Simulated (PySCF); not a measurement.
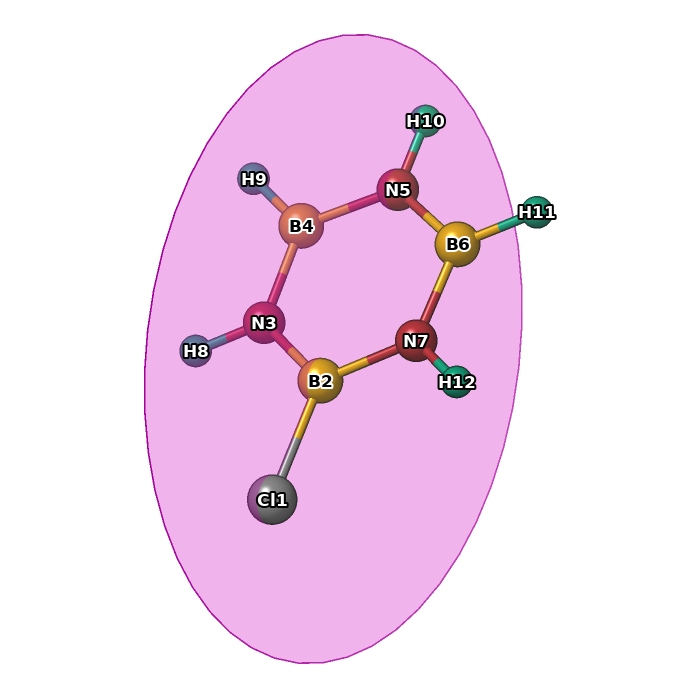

A disc through the centre of mass is drawn in. Distant atoms are faded towards the background colour. The geometry was computed by an optimisation with GFN2-xTB. No frequency run is at hand to confirm it as a minimum.

> Is the plane of the disc a mirror plane of the structure?

Yes. The reflection leaves Cl1, B2, N5, H10 in place and moves N3 ↔ N7; B4 ↔ B6; H8 ↔ H12; H9 ↔ H11. The point group is C2v.
